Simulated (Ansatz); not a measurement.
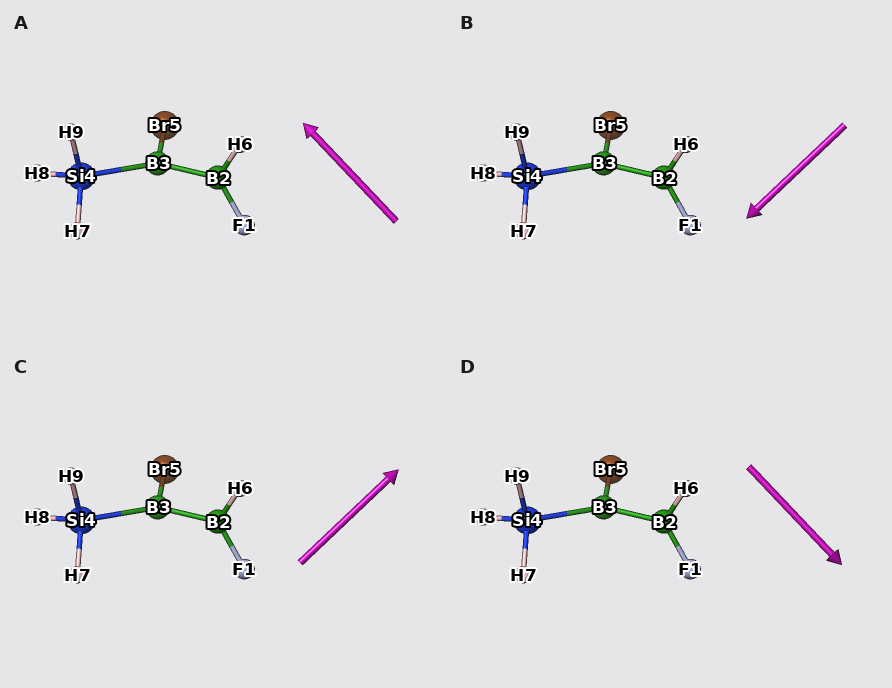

The same molecule four times, each with an arrow. The computed structure is the end point of a PBE-D4/def2-SVP optimisation. No frequency run is at hand to confirm it as a minimum. Level of theory: RKS PBE-D4/def2-SVP (Ansatz 0.2.0).

> Which arrow points along the dipole moment, from the negative to the positive end?

A. The dipole moment is 0.49 D; it points from the side of F1 to the side of H8, H9 (the outermost atoms at the two ends).
